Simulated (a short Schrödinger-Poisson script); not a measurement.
Structure: gated In0.52Al0.48As/In0.53Ga0.47As modulation-doped gas in a quantum well, at 300 K.

```
layer        material  thickness (nm)  Nd (cm⁻³)  Na (cm⁻³)
-----  --------------  --------------  ---------  ---------
1      In0.52Al0.48As              10          -          -
2      In0.52Al0.48As              30     5.2e17          -
3      In0.52Al0.48As              10          -          -
4      In0.53Ga0.47As               6          -          -
5      In0.52Al0.48As            4000          -       4e15
```

The device is made up for the run: typed textbook-type constants, with dimensions and the other settings drawn at random. In0.52Al0.48As: permittivity 12.5, conduction-band edge (eV) 0.52, gap (eV) 1.45, electron mass (mₑ) 0.075, Nv at 300 K (cm⁻³) 1.1e19. In0.53Ga0.47As: permittivity 13.9, conduction-band edge (eV) 0, gap (eV) 0.74, Nv at 300 K (cm⁻³) 7.7e18.

Channel valleys (confinement mass, in-plane density-of-states mass, number): Γ 0.041, 0.041, 1. At the gate the conduction-band edge of layer 1 lies 0.65 eV − eVg above the Fermi level of the channel; the field vanishes at the back. Donor level 0.05 eV below the band edge. The barrier under the gate holds no holes. Gaps are held at their typed values at every temperature. Mesh 0.08 nm at interfaces.

Solved with a short Schrödinger-Poisson script written for these runs: 1D Poisson equation in equilibrium, electrons quantum, Hartree plus LDA exchange-correlation (BenDaniel-Duke, 40 states a valley, the channel's in-plane mass for all, wave functions free to enter the barrier), parabolic valleys, classical holes, donors ionised by Fermi statistics, acceptors fully, no traps, pinning or gate leakage.

Only gate voltages with over 1e8 electrons/cm² are shown.

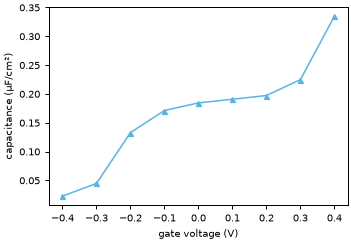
Quasi-static capacitance against gate voltage

```tsv
Vg (V)	electrons (cm⁻²)	in the channel layer	C (μF/cm²)	Γ E0 (meV)	Γ E1 (meV)
0.4	7.01e11	6.50e11	0.335	-34.7	133.7
0.3	6.05e11	5.64e11	0.225	-27.7	182.3
0.2	4.89e11	4.57e11	0.197	-18.2	236.0
0.1	3.71e11	3.47e11	0.191	-7.1	287.9
0	2.56e11	2.39e11	0.184	6.4	303.1
-0.1	1.46e11	1.37e11	0.171	24.2	321.3
-0.2	5.27e10	4.93e10	0.133	53.5	350.7
-0.3	5.25e9	4.91e9	0.0447	114.5	411.5
-0.4	1.74e8	1.63e8	0.0227	202.7	499.4
```

Subbands count from the Fermi level.
